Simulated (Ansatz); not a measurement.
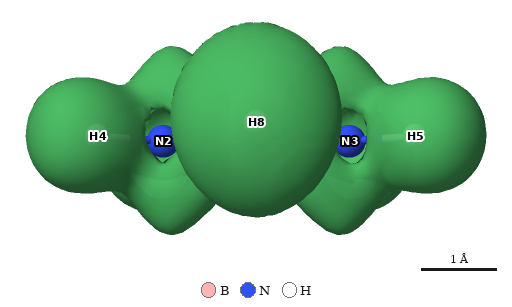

The picture shows: BH5N2 (SMILES NBN). Isosurface of the ELF at 0.75 (green), seen from one side. Only the valence region is drawn (cores and ρ < 0.01 e/Å³ removed).

Geometry: B3LYP-D3(BJ)/def2-SVP.

Computed with isolated molecule in a Gaussian basis; Kohn-Sham density functional theory, functional PBE0 in Ansatz 0.2.0.

```xyz
8

B    -0.1620    0.0781   -0.9549
N    -0.6574   -0.9257   -0.0913
N     1.2160    0.3408   -1.1314
H    -1.6469   -1.0963    0.0196
H     1.5479    1.0636   -1.7543
H     1.9599   -0.1604   -0.6610
H    -0.0764   -1.5371    0.4696
H    -0.9588    0.7473   -1.5752
```

Describe the localisation domains.

Answer. The ELF exceeds this value in one region around a hydrogen nucleus and two joined regions spread over several atoms (H, N), in which their bonds and any lone pairs are merged.

Values along the shortest contacts:
B–N (1.41 Å): the ELF peaks at about 0.95 between the atoms, as expected for a polar covalent bond. N–H (1.01 Å): the ELF climbs to about 1 towards the hydrogen, as it does in any bond to H; a covalent bond by its length.
